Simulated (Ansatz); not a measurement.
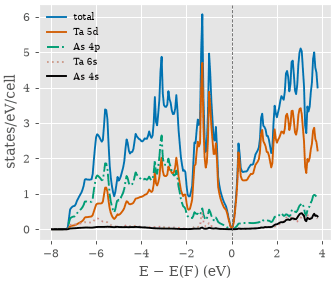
Figure. Total and projected density of states of TaAs in space group I4_1md (No. 109; Ta on 4a, As on 4a), plane-wave PAW PBE (Ansatz code)

**Question.** Which orbitals carry the states next to the Fermi level?

**Answer.** Within 0.5 eV of the Fermi level: Ta 5d 86 %, As 4p 10 %. Projections are on Löwdin-orthogonalised atomic valence shells; empty p or d shells of many metals are not among them.

**Question.** Where is the tallest occupied peak in this window, and what makes it?

**Answer.** Near -1.3 eV, about 6.1 states/eV per cell; the largest projected share is Ta 5d.

The cell was relaxed with PBE under the symmetry of its start. The run is not spin-polarised. A small band overlap can be real or an error of a semilocal functional. Scalar-relativistic: spin–orbit coupling is off unless named, which matters more the heavier the elements.

Potentials: the earlier of the program's two PAW sets.
